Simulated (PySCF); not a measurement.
# C5H6OS: excited states, first hyperpolarisability

Aim: compute the excited states, first hyperpolarisability of C5H6OS (`COc1ccsc1`).

Programs: PySCF 2.14.0, with routines of our own; each step states its level. All values are computed. Atoms count from 0.

### 1 The system as given

13 atoms, charge 0, multiplicity 1; geometry from: GFN2-xTB.

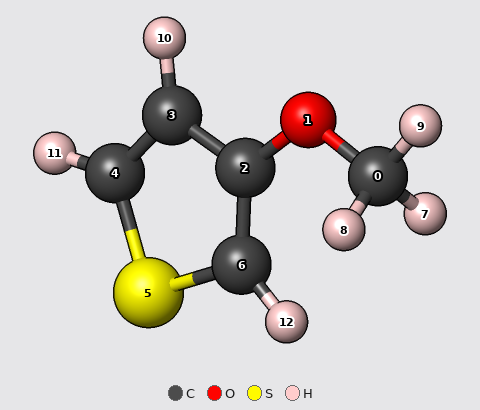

The starting geometry (carbon dark grey, oxygen red, sulfur yellow, hydrogen pink).

### 2 Relaxing the molecule at PBE0-D3(BJ)/def2-SVP

Job settings and geometry (Å):

```
{"job": {"xc": "PBE0", "basis": "def2-SVP", "d3": "d3bj", "grid": 2, "kind": "geom"}, "charge": 0, "multiplicity": 1}
C      2.212403     0.029691    -0.004739
O      1.072326     0.846318    -0.109563
C     -0.133006     0.225919    -0.035332
C     -1.327031     0.999285    -0.114556
C     -2.442100     0.239092    -0.017999
S     -2.077437    -1.429409     0.167609
C     -0.385063    -1.104696     0.115887
H      2.252657    -0.702904    -0.817688
H      2.237300    -0.497674     0.954732
H      3.068669     0.698376    -0.073913
H     -1.317180     2.065721    -0.238680
H     -3.465628     0.554089    -0.043539
H      0.299701    -1.923322     0.200053
```

The run is started by

```console
$ OMP_NUM_THREADS=1 python excited_run.py task.json out
```

This one command runs all jobs of the session in turn.

The log of the run:

```text
step   0  E = -666.76856505  max force = 0.012925
step   1  E = -666.76999320  max force = 0.001602
step   2  E = -666.77000647  max force = 0.000523
step   3  E = -666.77000662  max force = 0.000811
step   4  E = -666.77000879  max force = 0.000193
optimisation converged
```

Wall time 33 s (1 thread of Intel Xeon Platinum 8488C, shared host); peak memory 0.73 GiB.

Step by step:

| step | energy from step 0 (eV) | largest force component (eV/Å) |
| --- | --- | --- |
| 0 | 0.0000 | 0.6646 |
| 1 | -0.0389 | 0.0824 |
| 2 | -0.0392 | 0.0269 |
| 3 | -0.0392 | 0.0417 |
| 4 | -0.0393 | 0.0099 |

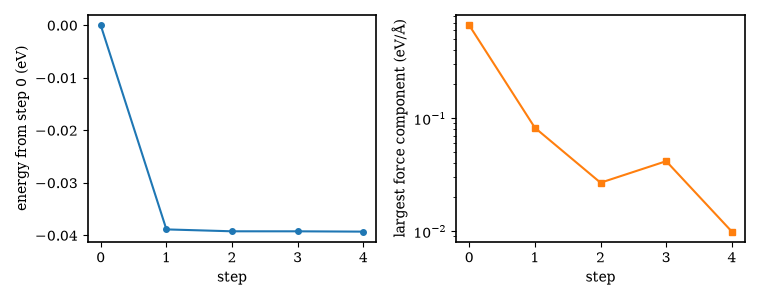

Energy and force, step by step.

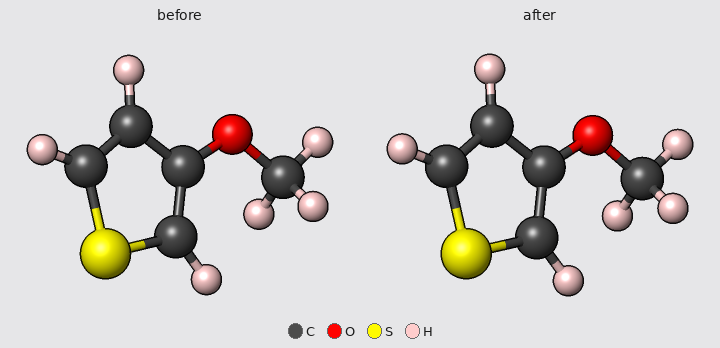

Before and after, at one scale.

Distances of close pairs at the start and the end, largest changes first:

| bond | before (Å) | after (Å) | change (Å) |
| --- | --- | --- | --- |
| C4–H11 | 1.071 | 1.089 | +0.018 |
| C6–H12 | 1.071 | 1.087 | +0.016 |
| C3–H10 | 1.074 | 1.090 | +0.016 |
| C2–C6 | 1.363 | 1.377 | +0.015 |
| O1–C2 | 1.358 | 1.344 | -0.013 |
| C3–C4 | 1.353 | 1.366 | +0.013 |
| C0–H7 | 1.095 | 1.105 | +0.010 |
| C0–H8 | 1.095 | 1.105 | +0.010 |

The next job starts from the end point, and lists it.

| at the end point | value |
| --- | --- |
| point group (found at 0.08 Å tolerance) | Cs |
| rotational constants (GHz, main isotopes) | 5.694, 1.570, 1.241 |
| dipole moment (D) | 1.11 |

### 3 Excited states: TDA CAM-B3LYP/def2-TZVPD

Job settings and geometry (Å):

```
{"job": {"kind": "states", "xc": "CAM-B3LYP", "basis": "def2-TZVPD", "tda": true, "soc": true, "nstates": 6, "ntriplets": 5, "nquad": 4}, "charge": 0, "multiplicity": 1}
C      1.994365    -0.255126    -0.206345
O      0.865112     0.566599    -0.293110
C     -0.332806    -0.038184    -0.213617
C     -1.525772     0.745222    -0.292125
C     -2.651450    -0.022609    -0.195132
S     -2.282225    -1.688603    -0.008694
C     -0.587367    -1.382768    -0.058425
H      2.020168    -0.995830    -1.026054
H      2.029487    -0.794790     0.757337
H      2.874197     0.395857    -0.284386
H     -1.515622     1.827993    -0.415290
H     -3.688650     0.307913    -0.223497
H      0.118956    -2.204532     0.028422
```

Method: TDA CAM-B3LYP/def2-TZVPD excited states, vertical, gas phase, spin-orbit mean-field couplings.

The log of the run:

```text
coarse grid: 11864 points
cycle   1  E = -667.4711770743  dE =  1.399e+00  |g| = 5.357e-01  |ddm| = 4.430e+00
cycle   2  E = -667.4590488285  dE =  1.213e-02  |g| = 6.370e-01  |ddm| = 1.286e+00
cycle   3  E = -667.5255489502  dE = -6.650e-02  |g| = 8.443e-02  |ddm| = 4.953e-01
cycle   4  E = -667.5267181518  dE = -1.169e-03  |g| = 3.793e-02  |ddm| = 1.514e-01
cycle   5  E = -667.5270402154  dE = -3.221e-04  |g| = 8.820e-03  |ddm| = 6.370e-02
cycle   6  E = -667.5270580488  dE = -1.783e-05  |g| = 3.325e-03  |ddm| = 1.426e-02
cycle   7  E = -667.5270608231  dE = -2.774e-06  |g| = 7.282e-04  |ddm| = 5.494e-03
final grid: 111232 points
cycle   8  E = -667.5209827436  dE = -4.535e-05  |g| = 4.455e-03  |ddm| = 2.327e-01
cycle   9  E = -667.5209821972  dE =  5.464e-07  |g| = 4.762e-03  |ddm| = 1.965e-02
cycle  10  E = -667.5209870186  dE = -4.821e-06  |g| = 5.634e-04  |ddm| = 5.807e-03
cycle  11  E = -667.5209870729  dE = -5.432e-08  |g| = 2.399e-04  |ddm| = 1.220e-03
cycle  12  E = -667.5209870846  dE = -1.171e-08  |g| = 4.635e-05  |ddm| = 4.523e-04
cycle  13  E = -667.5209870851  dE = -4.918e-10  |g| = 1.771e-05  |ddm| = 1.270e-04
converged SCF energy = -667.5209870851

Singlet excitations
state   eV       nm        f     d(h-e)  d(exc)  Lambda  PR(NTO)  |dmu|/D   mu/D   main configurations
  1   5.4711   226.6   0.00607   1.044   3.502   0.293   1.034    3.380    3.593   H->L 0.44, H->L+4 0.18, H->L+2 0.17
  2   5.5261   224.4   0.11598   0.816   2.875   0.750   1.225    2.222    3.278   H->L+1 0.87
  3   5.8454   212.1   0.00005   0.593   4.085   0.271   1.093    2.321    2.872   H->L 0.39, H->L+2 0.35
  4   6.1703   200.9   0.00727   1.349   3.417   0.281   1.151    4.326    4.801   H-1->L+2 0.25, H-1->L 0.22, H-1->L+4 0.17
  5   6.2063   199.8   0.10449   0.094   2.698   0.765   1.467                     H-1->L+1 0.76
  6   6.2359   198.8   0.00120   0.895   4.157   0.266   1.065                     H->L+3 0.57, H->L+4 0.17, H->L+7 0.09

Triplet excitations (Tamm-Dancoff)
state   eV     d(h-e)  d(exc)  Lambda  PR(NTO)   main configurations
  1   3.7490   0.381   2.510   0.778   1.060   H->L+1 0.71, H-1->L+1 0.21
  2   4.2616   0.191   2.555   0.826   1.029   H-1->L+1 0.74, H->L+1 0.22
  3   5.1948   1.064   3.202   0.307   1.033   H->L 0.27, H->L+9 0.20, H->L+4 0.20
  4   5.7363   0.590   3.852   0.277   1.383   H->L 0.48, H->L+2 0.14, H->L+7 0.10
  5   5.8022   0.642   2.664   0.561   1.126   H->L+10 0.50, H->L+8 0.26
S1 - T1 = 1.7221 eV

Spin-orbit couplings |<S|Hso|T>| (cm-1)
             T1       T2       T3       T4       T5
S0        0.194    0.377   92.294   47.484    3.062
S1       29.402   20.338    0.623    7.941    5.000
S2        0.237    0.254   43.535   18.911    0.170
S3       12.326   12.464    8.107    1.743    4.443
S4       20.005   30.326    0.754    0.447    0.756
S5        0.146    0.357    9.996   16.628    0.140
S6        3.826    4.412    3.079    1.042    0.945
T1 sublevels (cm-1): 0.000 0.000 0.005   radiative rates (1/s): 2.37 0.216 24.2
```

Run time: 71 s. Hardware: 1 thread of Intel Xeon Platinum 8488C, shared host; peak memory 1.3 GiB.

From this job:

| quantity | value |
| --- | --- |
| S1 less T1 | 1.72 eV |

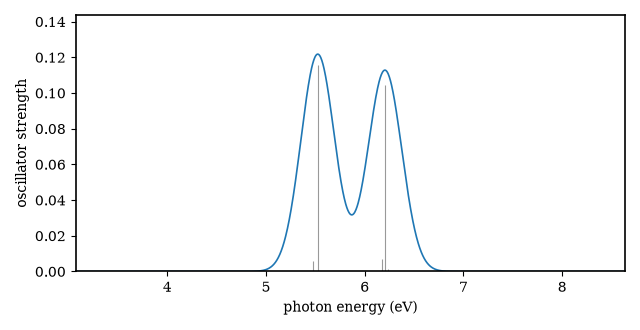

Absorption lines of the singlets. Lines are broadened to a width of 0.40 eV (Gaussian).

### 4 Excited states: TDDFT CAM-B3LYP/def2-TZVPD

Settings changed since step 3:

```diff
@@ -1,2 +1,2 @@
-{"job": {"kind": "states", "xc": "CAM-B3LYP", "basis": "def2-TZVPD", "tda": true, "soc": true, "nstates": 6, "ntriplets": 5, "nquad": 4}, "charge": 0, "multiplicity": 1}
+{"job": {"kind": "states", "xc": "CAM-B3LYP", "basis": "def2-TZVPD", "tpa": true, "nstates": 8, "nquad": 6, "ntriplets": 0}, "charge": 0, "multiplicity": 1}
 C      1.994365    -0.255126    -0.206345
```

Level: TDDFT CAM-B3LYP/def2-TZVPD excited states, vertical, gas phase, two-photon moments by quadratic response.

The log of the run:

```text
coarse grid: 11864 points
cycle   1  E = -667.4711770743  dE =  1.399e+00  |g| = 5.357e-01  |ddm| = 4.430e+00
cycle   2  E = -667.4590488285  dE =  1.213e-02  |g| = 6.370e-01  |ddm| = 1.286e+00
cycle   3  E = -667.5255489502  dE = -6.650e-02  |g| = 8.443e-02  |ddm| = 4.953e-01
cycle   4  E = -667.5267181518  dE = -1.169e-03  |g| = 3.793e-02  |ddm| = 1.514e-01
cycle   5  E = -667.5270402154  dE = -3.221e-04  |g| = 8.820e-03  |ddm| = 6.370e-02
cycle   6  E = -667.5270580488  dE = -1.783e-05  |g| = 3.325e-03  |ddm| = 1.426e-02
cycle   7  E = -667.5270608231  dE = -2.774e-06  |g| = 7.282e-04  |ddm| = 5.494e-03
final grid: 111232 points
cycle   8  E = -667.5209827436  dE = -4.535e-05  |g| = 4.455e-03  |ddm| = 2.327e-01
cycle   9  E = -667.5209821972  dE =  5.464e-07  |g| = 4.762e-03  |ddm| = 1.965e-02
cycle  10  E = -667.5209870186  dE = -4.821e-06  |g| = 5.634e-04  |ddm| = 5.807e-03
cycle  11  E = -667.5209870729  dE = -5.432e-08  |g| = 2.399e-04  |ddm| = 1.220e-03
cycle  12  E = -667.5209870846  dE = -1.171e-08  |g| = 4.635e-05  |ddm| = 4.523e-04
cycle  13  E = -667.5209870851  dE = -4.936e-10  |g| = 1.771e-05  |ddm| = 1.270e-04
converged SCF energy = -667.5209870851

Singlet excitations
state   eV       nm        f     d(h-e)  d(exc)  Lambda  PR(NTO)  |dmu|/D   mu/D   delta(TPA)   sigma/GM   main configurations
  1   5.3270   232.7   0.08952   0.803   2.841   0.748   1.241    2.282    3.337       32.68      0.340   H->L+1 0.94
  2   5.4561   227.2   0.00544   1.057   3.497   0.293   1.033    3.382    3.634        2.00      0.022   H->L 0.43, H->L+4 0.18, H->L+2 0.17
  3   5.8399   212.3   0.00005   0.563   4.090   0.271   1.093    2.202    2.688      104.95      1.311   H->L 0.41, H->L+2 0.34
  4   5.9657   207.8   0.09308   0.092   2.630   0.785   1.422    0.359    0.862        6.69      0.087   H-1->L+1 0.87
  5   6.1546   201.4   0.00647   1.357   3.410   0.281   1.144    4.303    4.781       15.82      0.219   H-1->L+2 0.25, H-1->L 0.22, H-1->L+4 0.17
  6   6.2266   199.1   0.00098   0.914   4.154   0.266   1.064    3.939    3.446        0.61      0.009   H->L+3 0.57, H->L+4 0.17, H->L+7 0.09
  7   6.4044   193.6   0.01690   0.763   4.490   0.287   1.309                                            H->L+4 0.38, H->L+2 0.27, H-1->L+2 0.08
  8   6.5170   190.2   0.00345   0.239   4.129   0.252   1.268                                            H-1->L 0.34, H-1->L+2 0.33, H-1->L+4 0.08
```

Wall time 84 s (1 thread of Intel Xeon Platinum 8488C, shared host); peak memory 1.3 GiB.

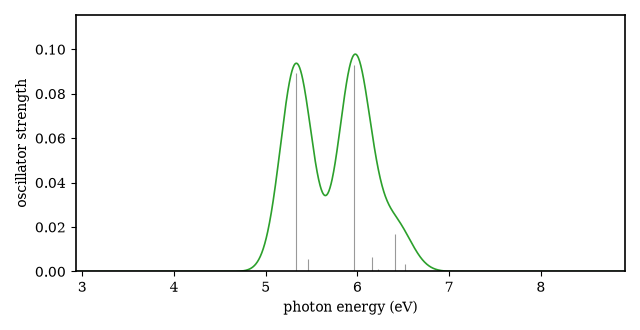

Absorption lines of the singlets. Lines are broadened to a width of 0.40 eV (Gaussian).

### 5 First hyperpolarisability: quadratic response CAM-B3LYP/def2-TZVPD

Settings changed since step 4:

```diff
@@ -1,2 +1,2 @@
-{"job": {"kind": "states", "xc": "CAM-B3LYP", "basis": "def2-TZVPD", "tpa": true, "nstates": 8, "nquad": 6, "ntriplets": 0}, "charge": 0, "multiplicity": 1}
+{"job": {"kind": "beta", "xc": "CAM-B3LYP", "basis": "def2-TZVPD"}, "charge": 0, "multiplicity": 1}
 C      1.994365    -0.255126    -0.206345
```

Level: quadratic response CAM-B3LYP/def2-TZVPD first hyperpolarisability, Taylor convention, gas phase.

The log of the run:

```text
coarse grid: 11864 points
cycle   1  E = -667.4711770743  dE =  1.399e+00  |g| = 5.357e-01  |ddm| = 4.430e+00
cycle   2  E = -667.4590488285  dE =  1.213e-02  |g| = 6.370e-01  |ddm| = 1.286e+00
cycle   3  E = -667.5255489502  dE = -6.650e-02  |g| = 8.443e-02  |ddm| = 4.953e-01
cycle   4  E = -667.5267181518  dE = -1.169e-03  |g| = 3.793e-02  |ddm| = 1.514e-01
cycle   5  E = -667.5270402154  dE = -3.221e-04  |g| = 8.820e-03  |ddm| = 6.370e-02
cycle   6  E = -667.5270580488  dE = -1.783e-05  |g| = 3.325e-03  |ddm| = 1.426e-02
cycle   7  E = -667.5270608231  dE = -2.774e-06  |g| = 7.282e-04  |ddm| = 5.494e-03
final grid: 111232 points
cycle   8  E = -667.5209827436  dE = -4.535e-05  |g| = 4.455e-03  |ddm| = 2.327e-01
cycle   9  E = -667.5209821972  dE =  5.464e-07  |g| = 4.762e-03  |ddm| = 1.965e-02
cycle  10  E = -667.5209870186  dE = -4.821e-06  |g| = 5.634e-04  |ddm| = 5.807e-03
cycle  11  E = -667.5209870729  dE = -5.432e-08  |g| = 2.399e-04  |ddm| = 1.220e-03
cycle  12  E = -667.5209870846  dE = -1.171e-08  |g| = 4.635e-05  |ddm| = 4.523e-04
cycle  13  E = -667.5209870851  dE = -4.936e-10  |g| = 1.771e-05  |ddm| = 1.270e-04
converged SCF energy = -667.5209870851

Lowest singlets (eV, f): 5.3270 0.0895  5.4561 0.0054  5.8399 0.0001

First hyperpolarisability (au)
process     nm      |vector|   parallel      HRS      DR
static         -      267.17      68.95     105.53   5.963
shg       1907.0      279.07      72.56     110.25   6.017
eope      1907.0      271.03      70.11          -       -
shg       1064.0      309.31      81.96     122.26   6.162
eope      1064.0      279.94      72.83          -       -
```

Run time: 66 s. Hardware: 1 thread of Intel Xeon Platinum 8488C, shared host; peak memory 1.3 GiB.

### 6 Excited states: TDA CAM-B3LYP/def2-TZVPD in tetrahydrofuran

Settings changed since step 5:

```diff
@@ -1,2 +1,2 @@
-{"job": {"kind": "beta", "xc": "CAM-B3LYP", "basis": "def2-TZVPD"}, "charge": 0, "multiplicity": 1}
+{"job": {"kind": "states", "xc": "CAM-B3LYP", "basis": "def2-TZVPD", "tda": true, "soc": true, "nstates": 6, "ntriplets": 5, "nquad": 4, "solvent": "tetrahydrofuran"}, "charge": 0, "multiplicity": 1}
 C      1.994365    -0.255126    -0.206345
```

Level: TDA CAM-B3LYP/def2-TZVPD excited states, vertical, IEF-PCM tetrahydrofuran (non-equilibrium response), spin-orbit mean-field couplings.

The log of the run:

```text
coarse grid: 11864 points
cycle   1  E = -667.4795078845  dE =  1.391e+00  |g| = 5.253e-01  |ddm| = 4.426e+00
cycle   2  E = -667.4726374283  dE =  6.870e-03  |g| = 6.057e-01  |ddm| = 1.252e+00
cycle   3  E = -667.5314080219  dE = -5.877e-02  |g| = 7.472e-02  |ddm| = 4.379e-01
cycle   4  E = -667.5323108673  dE = -9.028e-04  |g| = 3.165e-02  |ddm| = 1.257e-01
cycle   5  E = -667.5325313919  dE = -2.205e-04  |g| = 7.507e-03  |ddm| = 5.728e-02
cycle   6  E = -667.5325455847  dE = -1.419e-05  |g| = 2.133e-03  |ddm| = 1.543e-02
cycle   7  E = -667.5325467672  dE = -1.182e-06  |g| = 7.060e-04  |ddm| = 4.625e-03
final grid: 111232 points
cycle   8  E = -667.5264253471  dE = -4.590e-05  |g| = 4.291e-03  |ddm| = 2.294e-01
cycle   9  E = -667.5264253671  dE = -2.003e-08  |g| = 4.378e-03  |ddm| = 2.022e-02
cycle  10  E = -667.5264293157  dE = -3.949e-06  |g| = 5.647e-04  |ddm| = 5.281e-03
cycle  11  E = -667.5264293628  dE = -4.706e-08  |g| = 2.531e-04  |ddm| = 1.202e-03
cycle  12  E = -667.5264293753  dE = -1.252e-08  |g| = 5.282e-05  |ddm| = 5.253e-04
cycle  13  E = -667.5264293759  dE = -6.141e-10  |g| = 1.860e-05  |ddm| = 1.170e-04
converged SCF energy = -667.5264293759

Singlet excitations
state   eV       nm        f     d(h-e)  d(exc)  Lambda  PR(NTO)  |dmu|/D   mu/D   main configurations
  1   5.4535   227.3   0.15645   0.836   2.880   0.751   1.181    2.595    3.890   H->L 0.89
  2   5.5308   224.2   0.00628   0.907   3.425   0.307   1.034    3.050    3.478   H->L+2 0.35, H->L+1 0.31, H->L+5 0.15
  3   5.8802   210.9   0.00018   0.810   3.924   0.289   1.071    3.381    4.573   H->L+1 0.47, H->L+2 0.17, H->L+3 0.14
  4   6.1278   202.3   0.15110   0.105   2.712   0.766   1.426    0.481    1.102   H-1->L 0.78
  5   6.2331   198.9   0.00779   1.287   3.359   0.295   1.180                     H-1->L+2 0.35, H-1->L+5 0.16, H-1->L+9 0.16
  6   6.2959   196.9   0.00257   1.531   4.288   0.266   1.138                     H->L+3 0.61, H->L+1 0.10

Triplet excitations (Tamm-Dancoff)
state   eV     d(h-e)  d(exc)  Lambda  PR(NTO)   main configurations
  1   3.7410   0.384   2.508   0.771   1.061   H->L 0.71, H-1->L 0.20
  2   4.2937   0.200   2.563   0.822   1.033   H-1->L 0.74, H->L 0.21
  3   5.2591   1.017   3.168   0.318   1.034   H->L+2 0.35, H->L+9 0.21, H->L+1 0.17
  4   5.7817   0.137   3.700   0.289   1.247   H->L+1 0.49, H->L+3 0.16, H->L+7 0.13
  5   5.8010   0.645   2.671   0.553   1.123   H->L+10 0.45, H->L+8 0.32
S1 - T1 = 1.7124 eV

Spin-orbit couplings |<S|Hso|T>| (cm-1)
             T1       T2       T3       T4       T5
S0        0.184    0.378   90.338   46.484    2.910
S1        0.163    0.226   42.367   18.853    0.147
S2       29.630   20.053    0.598    8.790    4.638
S3       12.792   11.786    8.521    1.864    3.981
S4        0.104    0.302    8.590   12.931    0.128
S5       19.627   30.684    0.624    0.126    0.844
S6        6.558    5.651    1.359    1.841    1.005
T1 sublevels (cm-1): 0.000 0.000 0.002   radiative rates (1/s): 0.206 6.99 17.5
```

Run time: 77 s. Hardware: 1 thread of Intel Xeon Platinum 8488C, shared host; peak memory 1.3 GiB.

From this job:

| quantity | value |
| --- | --- |
| S1 less T1 | 1.71 eV |

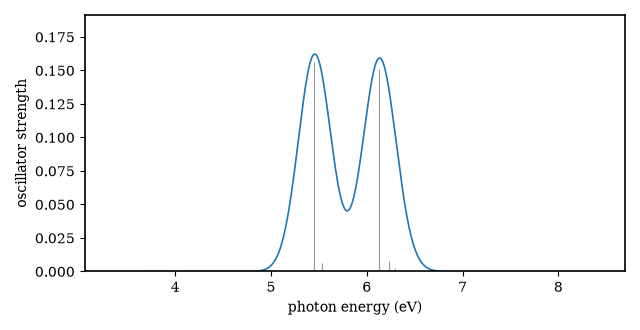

Absorption lines of the singlets. Lines are broadened to a width of 0.40 eV (Gaussian).

### 7 Outcome

| quantity | value |
| --- | --- |
| point group | Cs |
| rotational constants (main isotopes) | 5.69, 1.57, 1.24 GHz |
| S1 less T1 (step 3, TDA CAM-B3LYP/def2-TZVPD) | 1.72 eV |
| β vector (step 5, quadratic response CAM-B3LYP/def2-TZVPD) | static 267, SHG 1907.0 nm 279, SHG 1064.0 nm 309 au |
| S1 less T1 (step 6, TDA CAM-B3LYP/def2-TZVPD in tetrahydrofuran) | 1.71 eV |

What this shows: Relaxing lowered the energy by 0.039 eV in 4 steps; the close pair that moved most is C4–H11, from 1.071 to 1.089 Å. In step 3, the number of triplets below S1 is 3, and the largest singlet-triplet spin-orbit coupling is S0–T3, 92.29 cm⁻¹. β grows from 267 au (static) to 309 au for doubling at 1064.0 nm: normal dispersion, which grows as twice the photon energy moves toward the bright states. In step 6, the number of triplets below S1 is 3, and the largest singlet-triplet spin-orbit coupling is S0–T3, 90.34 cm⁻¹. The orbital labels of the leading configurations differ from run to run, so check that S1 and T1 are the same states before comparing rows.
